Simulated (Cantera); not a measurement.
Charge: 1 mol SiCl4, 200 mol H2, equilibrated at 4.70 mbar.

Equilibrium computed with Cantera from the NASA thermochemical tables; the gas is ideal and each condensed phase is pure. Candidate condensed phases: Si; 19 gas species. The tables' values for SiCl are old estimates; treat these amounts as uncertain. Gases not in the tables: Si2H6 and higher silanes. Kinetics and transport are ignored.

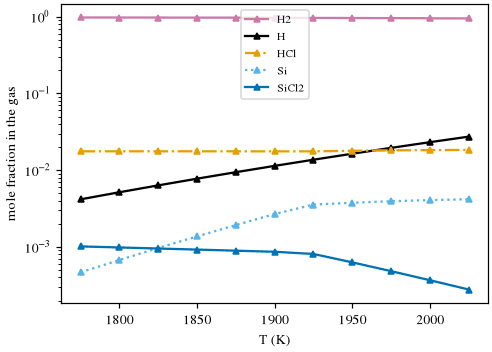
Fig. 1. Equilibrium gas composition (values under 1e-9 drawn at 1e-9)

From 1775 K to 1900 K the condensed part is Si(l). From 1925 K to 2025 K nothing is condensed. The main Si-bearing gas is SiCl2 at 1775 K and Si at 2025 K.
